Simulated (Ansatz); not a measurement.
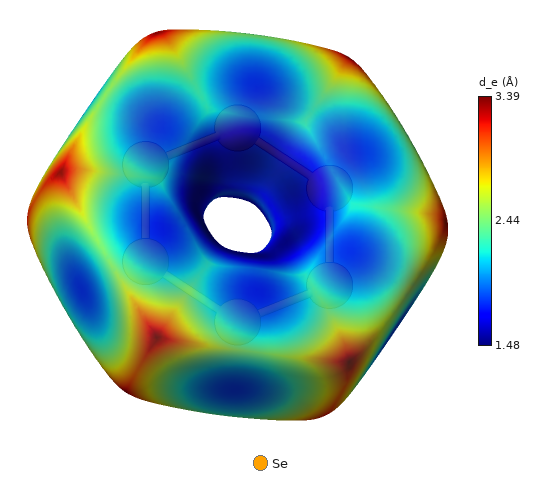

Hirshfeld surface computed for one Se6 unit (covalently bonded non-metal atoms) in ZrSe₆ in space group P6/mmm, coloured by d_e.

The surface is where the fragment's share of the procrystal density (the sum of the densities of spherically averaged neutral Hartree-Fock atoms) equals one half. d_i and d_e are the distances from the surface to the nearest nucleus inside and outside. From Rb on the atoms have core potentials, so only their outer electrons count.

The cell is taken from coordinates from a relaxation with DFT PBE, scalar-relativistic, plane waves, PAW in Ansatz 0.2.0; the starting structure was generated, so it need not be a known form of this composition.

```
Zr Se
1.0
     8.52814    0.00000    0.00000
    -4.26407    7.38558    0.00000
     0.00000    0.00000    3.47542
Zr Se
1 6
Direct
  0.00000 0.00000 0.00000
  0.29111 0.00000 0.50000
  0.70889 0.00000 0.50000
  0.00000 0.29111 0.50000
  0.00000 0.70889 0.50000
  0.70889 0.70889 0.50000
  0.29111 0.29111 0.50000
```

> What is the shortest distance from the fragment to an atom outside it?

Se–Zr, 3.03 Å.

> How is the surface shared among contacts (nearest atom inside ··· nearest atom outside)?

Se···Se 83 %, Se···Zr 17 %. The surface faces 20 neighbours with more than 2 % of its area each: 18 Se + 2 Zr.

> Give the size and shape of the surface.

It encloses about 182 Å³, has an area of about 209 Å² and a globularity of 0.74 (1 for a sphere).
